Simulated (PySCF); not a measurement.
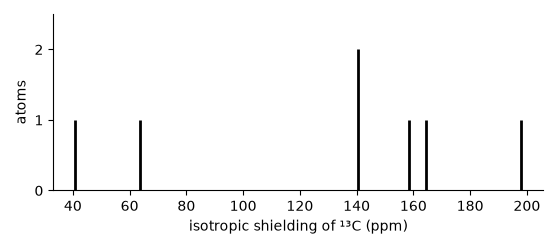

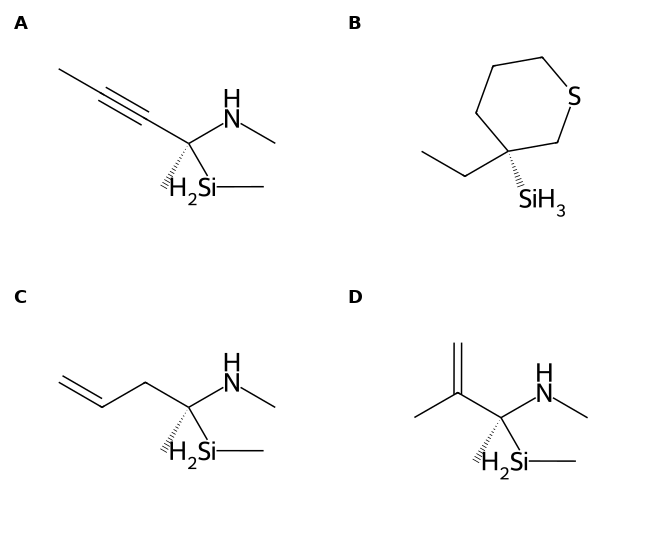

The sticks are computed shieldings of one of the molecules, for one fixed geometry (GFN2-xTB) without averaging over rotations. Low shielding means a high chemical shift. Method: GIAO PBE0/pcSseg-1 NMR shielding, non-relativistic, gas phase (PySCF 2.14.0).

> Match the spectrum to a structure.

C, `C=CC[C@@](C)(NC)[SiH2]C`. Its 7 C atoms give lines at 40.9, 63.8, 140.6 (2 atoms), 158.4, 164.3, 197.9 ppm.

The geometry is semi-empirical. Around Si such bond lengths and angles can be off by a tenth of an ångström or more and by several degrees, and values that hang on the shape move with them.
